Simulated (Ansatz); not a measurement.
## C10H21N3O2: geometry relaxation (part 1 of 4)

- system: C10H21N3O2 (disordered cell, 36 atoms in the cell)
- method: DFT r2SCAN-D3(BJ), scalar-relativistic, plane waves, PAW, no spin polarisation (Ansatz 0.2.0)

The run did not end well. It belongs to a series of runs on one base structure; here: start relaxed. Figures and captions count atoms from 1; the log counts them from 0 in places.

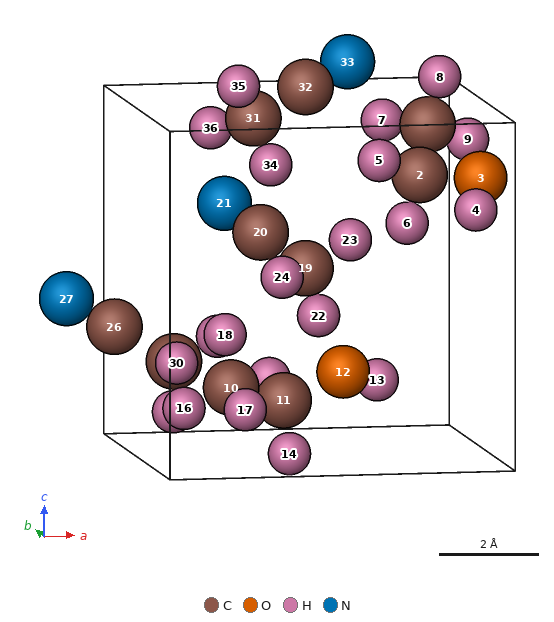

*The input geometry (spheres-only view of the cell of the calculation, seen slightly off an axis; atoms are numbered from 1 in the order of the input).*

**What the run reported**

| quantity | value |
| --- | --- |
| outcome | not converged |
| hardware | 1 thread of Intel Xeon (Sapphire Rapids), 10 GiB of memory available, shared host |
| wall time | 3 min |
| peak memory | 0.77 GiB |

**What went wrong**

The run did not converge: “geometry relaxation did not converge after 15 steps: max|allowed force component| = 5.31e-1 eV/Å (threshold 3.0e-1). Raise `relax.max_steps` over both its present limit and 15, loosen `relax.f_tol`, or start from a geometry closer to equilibrium …” Its last values are not results. Notes on the run: the dispersion correction has no parameters fitted for this combination and takes those fitted for r2SCAN with other terms. The input asks for low accuracy.

**Input**
```yaml
accuracy: low
crystal:
  lattice:
    - [7.140037, 0.0, 0.0]
    - [0.0, 7.140037, 0.0]
    - [0.0, 0.0, 7.140037]
  atoms:
    - { symbol: C, position: [0.8382464, 0.480152, 0.9353356] }
    - { symbol: C, position: [0.7834953, 0.3154779, 0.8139901] }
    - { symbol: O, position: [0.9352108, 0.1855207, 0.819296] }
    - { symbol: H, position: [0.9012132, 0.0791402, 0.7416174] }
    - { symbol: H, position: [0.654074, 0.2511942, 0.8671087] }
    - { symbol: H, position: [0.7563131, 0.3625005, 0.6699281] }
    - { symbol: H, position: [0.7270273, 0.5853907, 0.937074] }
    - { symbol: H, position: [0.8640253, 0.4333226, 1.0785934] }
    - { symbol: H, position: [0.9661432, 0.5444969, 0.8816467] }
    - { symbol: C, position: [0.1803873, 0.0174291, 0.2582264] }
    - { symbol: C, position: [0.353286, 0.1262681, 0.202548] }
    - { symbol: O, position: [0.5090969, 0.0390334, 0.2922568] }
    - { symbol: H, position: [0.6209269, 0.1081255, 0.2572289] }
    - { symbol: H, position: [0.3699251, 0.1246842, 0.0494975] }
    - { symbol: H, position: [0.3397836, 0.2732555, 0.2463226] }
    - { symbol: H, position: [0.0553685, 0.0777335, 0.1935612] }
    - { symbol: H, position: [0.1935885, -0.1282165, 0.2135788] }
    - { symbol: H, position: [0.1634828, 0.0201786, 0.4101705] }
    - { symbol: C, position: [0.5039608, 0.5821904, 0.5176264] }
    - { symbol: C, position: [0.4040599, 0.7392468, 0.6025473] }
    - { symbol: "N", position: [0.3234767, 0.8659335, 0.6710473] }
    - { symbol: H, position: [0.5486571, 0.6186744, 0.3760495] }
    - { symbol: H, position: [0.6273615, 0.5472032, 0.6008191] }
    - { symbol: H, position: [0.41289, 0.4595989, 0.5105342] }
    - { symbol: C, position: [0.1066428, 0.4978747, 0.2715148] }
    - { symbol: C, position: [-0.0460605, 0.6000578, 0.3615077] }
    - { symbol: "N", position: [-0.169236, 0.682482, 0.434099] }
    - { symbol: H, position: [0.1118407, 0.5316064, 0.1224912] }
    - { symbol: H, position: [0.2402201, 0.5359617, 0.3353848] }
    - { symbol: H, position: [0.0856062, 0.3472702, 0.2872813] }
    - { symbol: C, position: [0.373173, 0.6880899, 0.9376587] }
    - { symbol: C, position: [0.541466, 0.7782022, 1.0112501] }
    - { symbol: "N", position: [0.6772165, 0.8508897, 1.0706113] }
    - { symbol: H, position: [0.4077195, 0.6052688, 0.8138844] }
    - { symbol: H, position: [0.3124334, 0.5958266, 1.0433518] }
    - { symbol: H, position: [0.2696077, 0.7936953, 0.8989988] }
basis:
  ecutwfc: 500.0
kpoints:
  mp_grid: { grid: [1, 1, 1] }
hamiltonian:
  xc: r2scan
  dispersion: d3bj
scf:
  occupations: { method: fermi_dirac, width: 0.02 }
  lower_state_search: "off"
relax:
  f_tol: 0.3
  max_steps: 15
  adjacent_minimum: "off"
```

Launched with:
```bash
ansatz run input.yaml --threads 1 --pin off --max-ram 3072MiB --backend cpu --events-out ev --progress --plain --runs-dir out
```

**The program's output**
```
Warning: the engine holds no damping parameters fitted to this dispersion correction and functional, so the run takes those fitted to r2scan beside the three-body term, which d3bj leaves out (hamiltonian.dispersion, under Limitations)
settings of this run that can trade accuracy for cost: accuracy: low. Do not mix this run's numbers with those of runs without the same settings; the input reference describes each key
Engine: ansatz 0.2.0, x86_64-unknown-linux-gnu
Pseudopotentials: kind: paw
Pseudopotential: C, paw, valence charge 4, recommended cutoff 500 eV (meta_gga), C.paw.azcp
Pseudopotential: O, paw, valence charge 6, recommended cutoff 500 eV (meta_gga), O.paw.azcp
Pseudopotential: H, paw, valence charge 1, recommended cutoff 500 eV (meta_gga), H.paw.azcp
Pseudopotential: N, paw, valence charge 5, recommended cutoff 500 eV (meta_gga), N.paw.azcp
Functional definition: r2SCAN
  parameter k0 = 0.174
  parameter k1 = 0.065
  parameter a1 = 4.9479
  exchange = r2scan_x(k0 = k0, k1 = k1, a1 = a1)
  correlation = r2scan_c
Crystal: 36 atoms, lattice volume = 364.000 Å³
Basis set: ecut = 500 eV, 9171 PW (Γ), exchange–correlation on 162×162×162 points (27 copies of the dense FFT grid, shifted against one another)
Bands: 80, of which v1, the nominal top of the filled ones, is band 44 counted from 1 (43 counted from 0)
Symmetry: 1 space group operations
Space group: P1 (ITA 1), of the structure as read, at distance tolerance 7.1e-5 Å
k-points: 1
Non-local potential: C, projectors of the file, l = 0: 2, l = 1: 2, l = 2: 1
Non-local potential: O, projectors of the file, l = 0: 2, l = 1: 2, l = 2: 1
Non-local potential: H, projectors of the file, l = 0: 2, l = 1: 1
Non-local potential: N, projectors of the file, l = 0: 2, l = 1: 2, l = 2: 1
PAW form: soft (Blöchl's): semilocal exchange-correlation on the pseudo side does not see the compensation charge
PAW frozen core: C, regenerated for the run's functional (the file was generated under x = pbe(κ = 0.804, μ = 0.2195149727645171), c = pbe(β = 0.06672455060314922))
PAW frozen core: O, regenerated for the run's functional (the file was generated under x = pbe(κ = 0.804, μ = 0.2195149727645171), c = pbe(β = 0.06672455060314922))
PAW frozen core: N, regenerated for the run's functional (the file was generated under x = pbe(κ = 0.804, μ = 0.2195149727645171), c = pbe(β = 0.06672455060314922))
PAW one-centre angular grid: C, 302 points (default); XC on 239 of its mesh's 2573 points in the sphere
PAW one-centre angular grid: O, 302 points (default); XC on 160 Gauss nodes
PAW one-centre angular grid: H, 302 points (default); XC on 160 Gauss nodes
PAW one-centre angular grid: N, 302 points (default); XC on 160 Gauss nodes
Initial density: superposition of atomic densities (neutral atoms: chi_scale 0, normalization atom), corrected by the library's trained network
Initial wavefunctions: pseudopotential atomic-orbital guess
Functional: x = r2scan, c = r2scan; τ floored in thin density (d = 2e-4 eV/Å³)
SCF iter   1: F=-5140.672485 eV  HF=-5141.328036 eV  |F-HF|=6.56e-1  |Δ(HF+E_count)|=         —  Δρ=7.93e-3  dr2=2.66e-1  dr2_τ=2.98e0  ethr=1.77e-3  ⟨swp⟩=6.0  Hψ=378  notcnv=0  defer=5
preconditioner: auto → Resta (q_TF=auto, 2.153 Å⁻¹)  ε∞=2.3  [insulator: Δε(μ)=5.097 eV  Ē_g=15.593 eV  σ=0.020 eV  W_gap=1.00  n_scr=56 (ndim 8)  ℏωp=17.8 eV  f_vac=0.226  D(μ)=0.00/eV (n_scr^D=0)  ε∞_Penn≈2.3]
SCF iter   2: F=-5140.800058 eV  HF=-5140.824347 eV  |F-HF|=2.43e-2  |Δ(HF+E_count)|=   5.04e-1  Δρ=4.89e-3  dr2=5.57e-2  dr2_τ=8.41e-3  ethr=3.03e-4  ⟨swp⟩=2.0  Hψ=149  notcnv=0  defer=27
SCF iter   3: F=-5140.808301 eV  HF=-5140.816885 eV  |F-HF|=8.58e-3  |Δ(HF+E_count)|=   7.46e-3  Δρ=2.23e-3  dr2=1.86e-2  dr2_τ=2.15e-3  ethr=6.33e-5  ⟨swp⟩=2.0  Hψ=103  notcnv=0
automatic band count: iteration 3 solves 53 bands in place of 80: the levels show a gap, and the empty bands left out lie too high to hold charge; the band table lists the bands solved (type scf.n_extra_bands for more)
SCF iter   4: F=-5140.814145 eV  HF=-5140.814766 eV  |F-HF|=6.21e-4  |Δ(HF+E_count)|=   2.12e-3  Δρ=7.79e-4  dr2=2.68e-3  dr2_τ=4.11e-4  ethr=2.11e-5  ⟨swp⟩=3.0  Hψ=105  notcnv=0
SCF iter   5: F=-5140.815280 eV  HF=-5140.815080 eV  |F-HF|=2.00e-4  |Δ(HF+E_count)|=   3.14e-4  Δρ=2.82e-4  dr2=2.93e-4  dr2_τ=3.64e-5  ethr=3.04e-6  ⟨swp⟩=2.0  Hψ=105  notcnv=0
SCF iter   6: F=-5140.815350 eV  HF=-5140.815305 eV  |F-HF|=4.58e-5  |Δ(HF+E_count)|=   2.25e-4  Δρ=1.00e-4  dr2=4.42e-5  dr2_τ=4.60e-6  ethr=3.33e-7  ⟨swp⟩=2.0  Hψ=96  notcnv=0
SCF iter   7: F=-5140.815350 eV  HF=-5140.815363 eV  |F-HF|=1.37e-5  |Δ(HF+E_count)|=   5.87e-5  Δρ=8.03e-5  dr2=2.77e-5  dr2_τ=3.63e-6  ethr=5.03e-8  ⟨swp⟩=4.0  Hψ=177  notcnv=0
SCF 1 converged in 7 iterations: F = -5140.815350 eV  dr2 = 2.77e-5
  greatest PAW one-centre occupation: 0.875 electrons in one spin orbital (limit 2), on the O atom at site 11 (counted from 0), in its partial waves of l = 0
relax step   1: F+E_penalty+E_count = -5140.81534979 eV  Δ(F+E_penalty+E_count) = +0.000e0 eV  max|allowed force component| = 3.527e0 eV/Å  Δτ_max = 0.0000 Å  (7 SCF iters, dr2 threshold 1.00e-4 eV, accepted)
Initial density: handed on by an earlier stage of this run
Initial wavefunctions: those handed on with the density
iter 1 solved again at ethr=7.73e-4 eV; its pass at ethr=3.10e-3 eV (dr2=6.80e-1 eV) is discarded
SCF iter   1: F=-5141.986013 eV  HF=-5142.241951 eV  |F-HF|=2.56e-1  |Δ(HF+E_count)|=         —  Δρ=1.97e-2  dr2=6.90e-1  dr2_τ=2.17e0  ethr=7.73e-4  ⟨swp⟩=1.0  Hψ=249  notcnv=0  defer=1
automatic band count: iteration 1 solves 51 bands in place of 80: the levels show a gap, and the empty bands left out lie too high to hold charge; the band table lists the bands solved (type scf.n_extra_bands for more)
preconditioner: auto → Resta (q_TF=auto, 2.153 Å⁻¹)  ε∞=3.0  [insulator: Δε(μ)=5.128 eV  Ē_g=12.909 eV  σ=0.020 eV  W_gap=1.00  n_scr=56 (ndim 8)  ℏωp=18.3 eV  f_vac=0.233  D(μ)=0.00/eV (n_scr^D=0)  ε∞_Penn≈3.0]
SCF iter   2: F=-5142.188539 eV  HF=-5142.205215 eV  |F-HF|=1.67e-2  |Δ(HF+E_count)|=   3.67e-2  Δρ=9.14e-3  dr2=1.11e-1  dr2_τ=6.86e-3  ethr=7.73e-4  ⟨swp⟩=3.0  Hψ=101  notcnv=0  defer=1
SCF iter   3: F=-5142.199902 eV  HF=-5142.206530 eV  |F-HF|=6.63e-3  |Δ(HF+E_count)|=   1.31e-3  Δρ=2.28e-3  dr2=1.31e-2  dr2_τ=2.16e-3  ethr=1.26e-4  ⟨swp⟩=3.0  Hψ=101  notcnv=0  defer=3
SCF iter   4: F=-5142.205214 eV  HF=-5142.206618 eV  |F-HF|=1.40e-3  |Δ(HF+E_count)|=   8.76e-5  Δρ=9.41e-4  dr2=2.64e-3  dr2_τ=4.91e-4  ethr=1.49e-5  ⟨swp⟩=2.0  Hψ=97  notcnv=0  defer=3
SCF iter   5: F=-5142.206519 eV  HF=-5142.206515 eV  |F-HF|=3.69e-6  |Δ(HF+E_count)|=   1.03e-4  Δρ=2.35e-4  dr2=1.66e-4  dr2_τ=1.17e-5  ethr=3.00e-6  ⟨swp⟩=2.0  Hψ=86  notcnv=0  defer=3
SCF iter   6: F=-5142.206570 eV  HF=-5142.206562 eV  |F-HF|=8.07e-6  |Δ(HF+E_count)|=   4.74e-5  Δρ=7.36e-5  dr2=2.00e-5  dr2_τ=1.98e-6  ethr=1.14e-7  ⟨swp⟩=3.0  Hψ=214  notcnv=0
SCF 2 converged in 6 iterations: F = -5142.206570 eV  dr2 = 2.00e-5
[...]
  greatest PAW one-centre occupation: 0.874 electrons in one spin orbital (limit 2), on the O atom at site 11 (counted from 0), in its partial waves of l = 0
relax step   2: F+E_penalty+E_count = -5142.20657048 eV  Δ(F+E_penalty+E_count) = -1.391e0 eV  max|allowed force component| = 8.524e-1 eV/Å  Δτ_max = 0.1962 Å  (6 SCF iters, dr2 threshold 1.00e-4 eV, accepted)
automatic band count: iteration 1 solves 51 bands in place of 80: the levels show a gap, and the empty bands left out lie too high to hold charge; the band table lists the bands solved (type scf.n_extra_bands for more)
preconditioner: auto → Resta (q_TF=auto, 2.153 Å⁻¹)  ε∞=3.0  [insulator: Δε(μ)=5.225 eV  Ē_g=12.970 eV  σ=0.020 eV  W_gap=1.00  n_scr=56 (ndim 8)  ℏωp=18.3 eV  f_vac=0.222  D(μ)=0.00/eV (n_scr^D=0)  ε∞_Penn≈3.0]
  greatest PAW one-centre occupation: 0.873 electrons in one spin orbital (limit 2), on the O atom at site 11 (counted from 0), in its partial waves of l = 0
relax step   3: F+E_penalty+E_count = -5142.94335941 eV  Δ(F+E_penalty+E_count) = -7.368e-1 eV  max|allowed force component| = 7.413e-1 eV/Å  Δτ_max = 0.1945 Å  (10 SCF iters, accepted)
automatic band count: iteration 1 solves 51 bands in place of 80: the levels show a gap, and the empty bands left out lie too high to hold charge; the band table lists the bands solved (type scf.n_extra_bands for more)
preconditioner: auto → Resta (q_TF=auto, 2.153 Å⁻¹)  ε∞=3.0  [insulator: Δε(μ)=5.352 eV  Ē_g=12.920 eV  σ=0.020 eV  W_gap=1.00  n_scr=56 (ndim 8)  ℏωp=18.3 eV  f_vac=0.212  D(μ)=0.00/eV (n_scr^D=0)  ε∞_Penn≈3.0]
relax step   4: F+E_penalty+E_count = -5143.38855513 eV  Δ(F+E_penalty+E_count) = -4.452e-1 eV  max|allowed force component| = 8.057e-1 eV/Å  Δτ_max = 0.1949 Å  (10 SCF iters, accepted)
automatic band count: iteration 1 solves 51 bands in place of 80: the levels show a gap, and the empty bands left out lie too high to hold charge; the band table lists the bands solved (type scf.n_extra_bands for more)
preconditioner: auto → Resta (q_TF=auto, 2.153 Å⁻¹)  ε∞=3.0  [insulator: Δε(μ)=5.414 eV  Ē_g=12.863 eV  σ=0.020 eV  W_gap=1.00  n_scr=56 (ndim 8)  ℏωp=18.3 eV  f_vac=0.201  D(μ)=0.00/eV (n_scr^D=0)  ε∞_Penn≈3.0]
  greatest PAW one-centre occupation: 0.872 electrons in one spin orbital (limit 2), on the O atom at site 11 (counted from 0), in its partial waves of l = 0
relax step   5: F+E_penalty+E_count = -5143.74631471 eV  Δ(F+E_penalty+E_count) = -3.578e-1 eV  max|allowed force component| = 8.686e-1 eV/Å  Δτ_max = 0.1948 Å  (7 SCF iters, dr2 threshold 1.00e-4 eV, accepted)
automatic band count: iteration 1 solves 51 bands in place of 80: the levels show a gap, and the empty bands left out lie too high to hold charge; the band table lists the bands solved (type scf.n_extra_bands for more)
preconditioner: auto → Resta (q_TF=auto, 2.153 Å⁻¹)  ε∞=3.0  [insulator: Δε(μ)=5.444 eV  Ē_g=12.862 eV  σ=0.020 eV  W_gap=1.00  n_scr=56 (ndim 8)  ℏωp=18.3 eV  f_vac=0.195  D(μ)=0.00/eV (n_scr^D=0)  ε∞_Penn≈3.0]
relax step   6: F+E_penalty+E_count = -5144.03034702 eV  Δ(F+E_penalty+E_count) = -2.840e-1 eV  max|allowed force component| = 5.967e-1 eV/Å  Δτ_max = 0.1949 Å  (7 SCF iters, dr2 threshold 1.00e-4 eV, accepted)
automatic band count: iteration 1 solves 51 bands in place of 80: the levels show a gap, and the empty bands left out lie too high to hold charge; the band table lists the bands solved (type scf.n_extra_bands for more)
preconditioner: auto → Resta (q_TF=auto, 2.153 Å⁻¹)  ε∞=3.0  [insulator: Δε(μ)=5.389 eV  Ē_g=12.885 eV  σ=0.020 eV  W_gap=1.00  n_scr=56 (ndim 8)  ℏωp=18.3 eV  f_vac=0.189  D(μ)=0.00/eV (n_scr^D=0)  ε∞_Penn≈3.0]
relax step   7: F+E_penalty+E_count = -5144.23901941 eV  Δ(F+E_penalty+E_count) = -2.087e-1 eV  max|allowed force component| = 4.128e-1 eV/Å  Δτ_max = 0.1956 Å  (7 SCF iters, dr2 threshold 1.00e-4 eV, accepted)
automatic band count: iteration 1 solves 51 bands in place of 80: the levels show a gap, and the empty bands left out lie too high to hold charge; the band table lists the bands solved (type scf.n_extra_bands for more)
preconditioner: auto → Resta (q_TF=auto, 2.153 Å⁻¹)  ε∞=3.1  [insulator: Δε(μ)=5.344 eV  Ē_g=12.252 eV  σ=0.020 eV  W_gap=1.00  n_scr=56 (ndim 8)  ℏωp=17.8 eV  f_vac=0.188  D(μ)=0.00/eV (n_scr^D=0)  ε∞_Penn≈3.1]
  greatest PAW one-centre occupation: 0.871 electrons in one spin orbital (limit 2), on the O atom at site 2 (counted from 0), in its partial waves of l = 0
relax step   8: F+E_penalty+E_count = -5144.39335856 eV  Δ(F+E_penalty+E_count) = -1.543e-1 eV  max|allowed force component| = 4.993e-1 eV/Å  Δτ_max = 0.1920 Å  (10 SCF iters, accepted)
automatic band count: iteration 1 solves 52 bands in place of 80: the levels show a gap, and the empty bands left out lie too high to hold charge; the band table lists the bands solved (type scf.n_extra_bands for more)
preconditioner: auto → Resta (q_TF=auto, 2.153 Å⁻¹)  ε∞=3.1  [insulator: Δε(μ)=5.193 eV  Ē_g=12.422 eV  σ=0.020 eV  W_gap=1.00  n_scr=56 (ndim 8)  ℏωp=17.8 eV  f_vac=0.180  D(μ)=0.00/eV (n_scr^D=0)  ε∞_Penn≈3.1]
relax step   9: F+E_penalty+E_count = -5144.47296514 eV  Δ(F+E_penalty+E_count) = -7.961e-2 eV  max|allowed force component| = 6.497e-1 eV/Å  Δτ_max = 0.1965 Å  (7 SCF iters, dr2 threshold 1.00e-4 eV, accepted)
automatic band count: iteration 1 solves 52 bands in place of 80: the levels show a gap, and the empty bands left out lie too high to hold charge; the band table lists the bands solved (type scf.n_extra_bands for more)
preconditioner: auto → Resta (q_TF=auto, 2.153 Å⁻¹)  ε∞=3.1  [insulator: Δε(μ)=5.113 eV  Ē_g=12.383 eV  σ=0.020 eV  W_gap=1.00  n_scr=56 (ndim 8)  ℏωp=17.8 eV  f_vac=0.182  D(μ)=0.00/eV (n_scr^D=0)  ε∞_Penn≈3.1]
relax step  10: F+E_penalty+E_count = -5144.53124015 eV  Δ(F+E_penalty+E_count) = -5.828e-2 eV  max|allowed force component| = 1.082e0 eV/Å  Δτ_max = 0.1912 Å  (7 SCF iters, dr2 threshold 1.00e-4 eV, accepted)
automatic band count: iteration 1 solves 52 bands in place of 80: the levels show a gap, and the empty bands left out lie too high to hold charge; the band table lists the bands solved (type scf.n_extra_bands for more)
preconditioner: auto → Resta (q_TF=auto, 2.153 Å⁻¹)  ε∞=3.1  [insulator: Δε(μ)=5.099 eV  Ē_g=12.360 eV  σ=0.020 eV  W_gap=1.00  n_scr=56 (ndim 8)  ℏωp=17.8 eV  f_vac=0.174  D(μ)=0.00/eV (n_scr^D=0)  ε∞_Penn≈3.1]
relax step  11: F+E_penalty+E_count = -5144.59031077 eV  Δ(F+E_penalty+E_count) = -5.907e-2 eV  max|allowed force component| = 1.100e0 eV/Å  Δτ_max = 0.1498 Å  (6 SCF iters, dr2 threshold 1.00e-4 eV, accepted)
automatic band count: iteration 1 solves 52 bands in place of 80: the levels show a gap, and the empty bands left out lie too high to hold charge; the band table lists the bands solved (type scf.n_extra_bands for more)
preconditioner: auto → Resta (q_TF=auto, 2.153 Å⁻¹)  ε∞=3.1  [insulator: Δε(μ)=5.054 eV  Ē_g=12.305 eV  σ=0.020 eV  W_gap=1.00  n_scr=56 (ndim 8)  ℏωp=17.8 eV  f_vac=0.172  D(μ)=0.00/eV (n_scr^D=0)  ε∞_Penn≈3.1]
relax step  12: F+E_penalty+E_count = -5144.66300239 eV  Δ(F+E_penalty+E_count) = -7.269e-2 eV  max|allowed force component| = 1.005e0 eV/Å  Δτ_max = 0.1749 Å  (7 SCF iters, dr2 threshold 1.00e-4 eV, accepted)
automatic band count: iteration 1 solves 51 bands in place of 80: the levels show a gap, and the empty bands left out lie too high to hold charge; the band table lists the bands solved (type scf.n_extra_bands for more)
preconditioner: auto → Resta (q_TF=auto, 2.153 Å⁻¹)  ε∞=3.2  [insulator: Δε(μ)=5.108 eV  Ē_g=12.156 eV  σ=0.020 eV  W_gap=1.00  n_scr=56 (ndim 8)  ℏωp=17.8 eV  f_vac=0.169  D(μ)=0.00/eV (n_scr^D=0)  ε∞_Penn≈3.2]
relax step  13: F+E_penalty+E_count = -5144.73891913 eV  Δ(F+E_penalty+E_count) = -7.592e-2 eV  max|allowed force component| = 4.821e-1 eV/Å  Δτ_max = 0.2000 Å  (7 SCF iters, dr2 threshold 1.00e-4 eV, accepted)
automatic band count: iteration 1 solves 51 bands in place of 80: the levels show a gap, and the empty bands left out lie too high to hold charge; the band table lists the bands solved (type scf.n_extra_bands for more)
preconditioner: auto → Resta (q_TF=auto, 2.153 Å⁻¹)  ε∞=3.2  [insulator: Δε(μ)=5.141 eV  Ē_g=12.164 eV  σ=0.020 eV  W_gap=1.00  n_scr=56 (ndim 8)  ℏωp=17.8 eV  f_vac=0.166  D(μ)=0.00/eV (n_scr^D=0)  ε∞_Penn≈3.2]
relax step  14: F+E_penalty+E_count = -5144.79802901 eV  Δ(F+E_penalty+E_count) = -5.911e-2 eV  max|allowed force component| = 3.803e-1 eV/Å  Δτ_max = 0.1950 Å  (10 SCF iters, accepted)
automatic band count: iteration 1 solves 51 bands in place of 80: the levels show a gap, and the empty bands left out lie too high to hold charge; the band table lists the bands solved (type scf.n_extra_bands for more)
preconditioner: auto → Resta (q_TF=auto, 2.153 Å⁻¹)  ε∞=3.1  [insulator: Δε(μ)=5.208 eV  Ē_g=12.168 eV  σ=0.020 eV  W_gap=1.00  n_scr=56 (ndim 8)  ℏωp=17.8 eV  f_vac=0.165  D(μ)=0.00/eV (n_scr^D=0)  ε∞_Penn≈3.1]
relax step  15: F+E_penalty+E_count = -5144.84847357 eV  Δ(F+E_penalty+E_count) = -5.044e-2 eV  max|allowed force component| = 5.314e-1 eV/Å  Δτ_max = 0.1950 Å  (10 SCF iters, accepted)
```

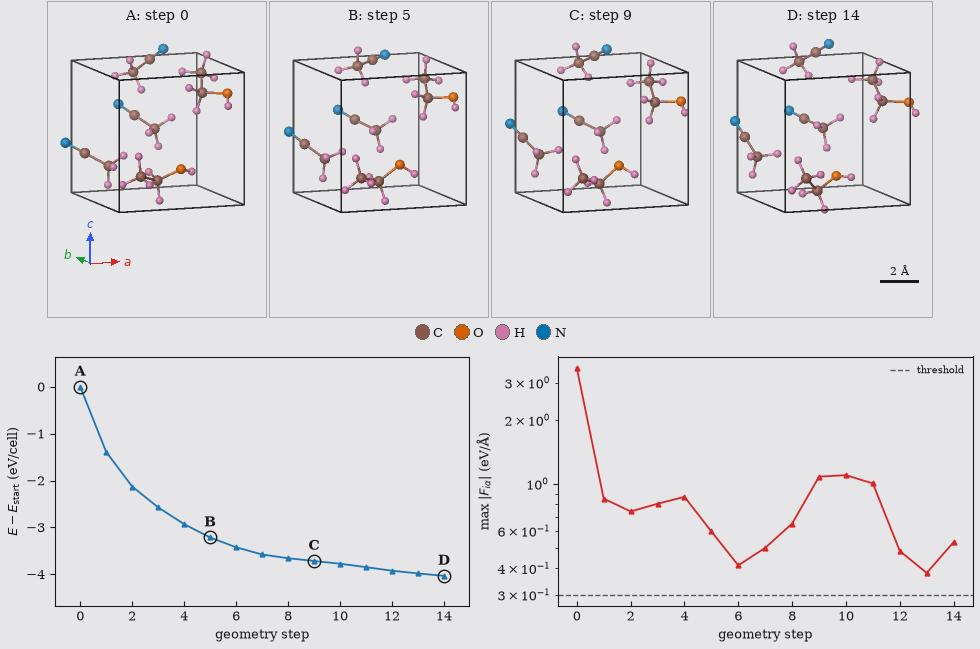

*Frames of the relaxation (ball-and-stick view of the cell of the calculation, seen slightly off an axis) above the curves, on which the letters mark them (the first geometry is step 0 here and step 1 in the log).*
